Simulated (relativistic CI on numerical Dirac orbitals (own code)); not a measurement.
## Relativistic CI calculation, with input and output: Ir³⁺

- system: Ir³⁺.
- method: Dirac-Coulomb-Breit CI, KLI orbitals optimised for each configuration, model QED (radiative potential, 1s self-energy scaled to tabulated hydrogen-like ionisation energies), valence Slater integrals scaled by 0.8, one configuration in a parametric crystal field (relativistic CI on numerical Dirac orbitals, in-house)

Results in brief:

| quantity | value |
| --- | --- |
| outcome | converged |
| levels computed | 141 |
| hardware | 1 CPU thread, shared host |

Input:
```
atom Ir  Z=77  charge=3  electrons=74
nucleus A=193  rms_radius_fm=5.4032
hamiltonian dirac-coulomb  breit=on  qed=on  c_scale=1
orbitals kli  potential=per-configuration
slater_scale 0.8
correlation none
mixing on
configurations
  [Xe] 4f14 5d6
end
crystal_field D3d 10Dq=45100 Dsigma=-1140 Dtau=160
```

The program writes its results to a structured record and prints no log; tables and figures of this report are taken from that record.

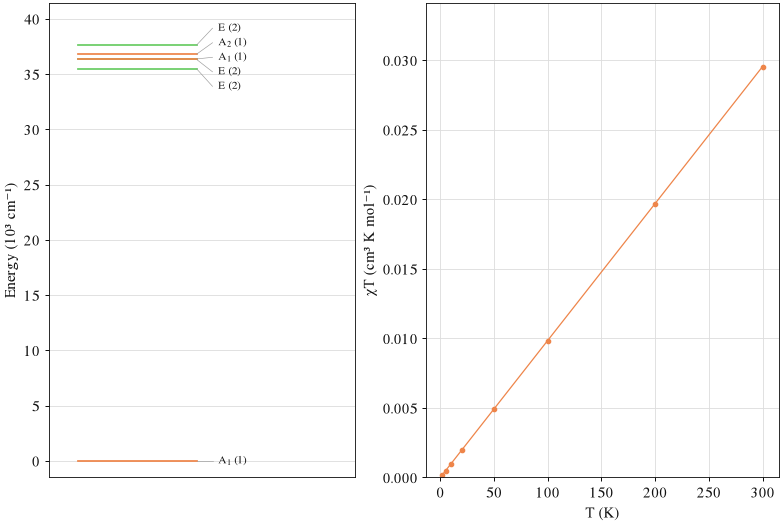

**Figure 1.** Ir³⁺ (5d⁶) in a field of D3d symmetry with 10Dq = 45,100, Dσ = −1,140, Dτ = 160 cm⁻¹. Labels give the double-group representation and, in brackets, the degeneracy; the lowest 6 of 141 levels are drawn. One open-shell configuration in a parametric field without covalency; powder susceptibility by Van Vleck's formula. The ground level is A₁, a singlet, with total spin S = 0.10 (from expectation values). The next level lies at 35,500 cm⁻¹ (E). The field lowers the ground state by 79,800 cm⁻¹ against the free ion. χT is close to 0 cm³ K mol⁻¹ at 2 K, close to 0 at 50 K and 0.0295 at 300 K, an effective moment of 0.49 μB at room temperature.
